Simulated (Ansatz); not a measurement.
```json
{"atom": "Zn", "x (Å)": "-0.9444", "y (Å)": "0.1200", "z (Å)": "-0.6284"}
{"atom": "Cl", "x (Å)": "0.2058", "y (Å)": "-0.1639", "z (Å)": "2.5923"}
{"atom": "Cl", "x (Å)": "0.7539", "y (Å)": "-0.0304", "z (Å)": "-1.8690"}
{"atom": "S", "x (Å)": "-2.8945", "y (Å)": "0.2808", "z (Å)": "0.4863"}
{"atom": "H", "x (Å)": "-3.1105", "y (Å)": "-1.0635", "z (Å)": "0.3311"}
{"atom": "H", "x (Å)": "-1.1092", "y (Å)": "-0.0159", "z (Å)": "2.3439"}
```

Not at a stationary point (largest force 0.9 eV/Å).

These are results of RKS PBE-D4/def2-SVP in Ansatz 0.2.0, not measurements.

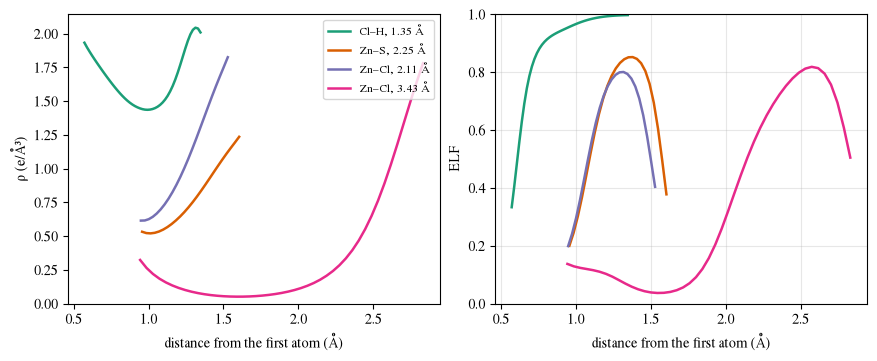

ClHSZn···HCl. Total electron density and electron localisation function along straight lines between neighbouring atoms. The curves leave out the atomic cores.

Compare the contacts.

Answer. Cl–H (1.35 Å): the density is about 1.8 e/Å³ at the midpoint; the ELF climbs to about 1 towards the hydrogen, as it does in any bond to H; a covalent bond by its length.
Zn–S (2.25 Å): ρ at the midpoint is about 0.57 e/Å³; the ELF peaks at about 0.85 in the valence shell of S, 0.9 Å from its nucleus, and is about 0.60 at the midpoint.
Zn–Cl (2.11 Å): the density is about 0.67 e/Å³ at the midpoint; the ELF peaks at about 0.80 in the valence shell of Cl, 0.8 Å from its nucleus, and is about 0.45 at the midpoint.
Zn1···Cl2 (3.43 Å): the density falls to about 0.05 e/Å³ on the way; the ELF dips to about 0.05 between them.
